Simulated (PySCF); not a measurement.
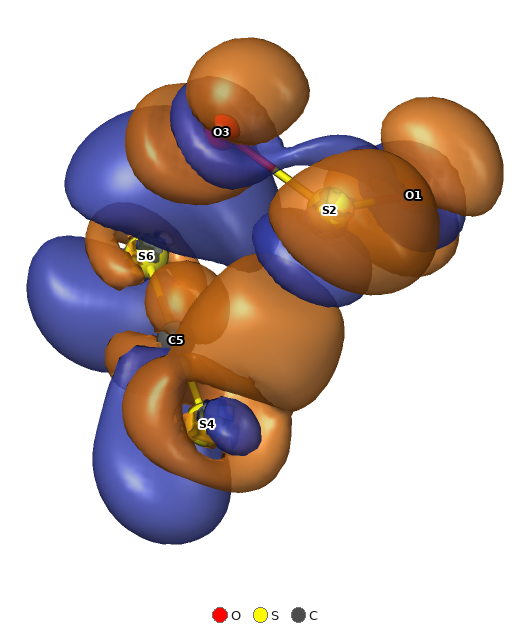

Figure 1: CO2S3, SMILES `O=S=O.S=C=S`. Density of the complex less the densities of the two fragments at the same geometry, ±0.003 e/Å³ (orange: gain, blue: loss). Fragment A: SO2 (atoms 1–3); fragment B: CS2.

Computed with PySCF, PBE/def2-SVPD, geometry: GFN2-xTB. GFN2-xTB bond lengths at metals and heavier atoms can be off by up to 0.1 Å and shapes distorted, which carries into these values.

Coordinates in Å:

```
O1      -1.4515    0.7233    1.2171
S2      -1.7848    0.0309   -0.0006
O3      -1.4546    0.7157   -1.2164
S4       0.5625   -1.6454    0.0019
C5       1.3724   -0.3129    0.0002
S6       2.1606    1.0123   -0.0017
```

Which way does charge flow?

Hirshfeld charges show 0.081 e passing from B to A. By Hirshfeld charges, electrons gather most on S2 (−0.028 e) and leave S6 most (+0.063 e); 0.14 e is displaced in all, which induces a dipole of 1.54 D.

What is the interaction energy, and which contacts carry it?

The counterpoise-corrected interaction energy of the frozen fragments is +2.2 kcal/mol without dispersion correction and −0.2 kcal/mol with D3(BJ). The pair geometry is semi-empirical, not a minimum at this level. Contacts: S2···S4, 2.88 Å, ρ = 0.027 a.u. The pose is a local one from a semi-empirical search, not shown to be the most stable.

Run time: 26 s on 1 thread of AMD EPYC 9R45 96-Core Processor (Zen 5), on a shared host, peak memory 0.53 GiB.
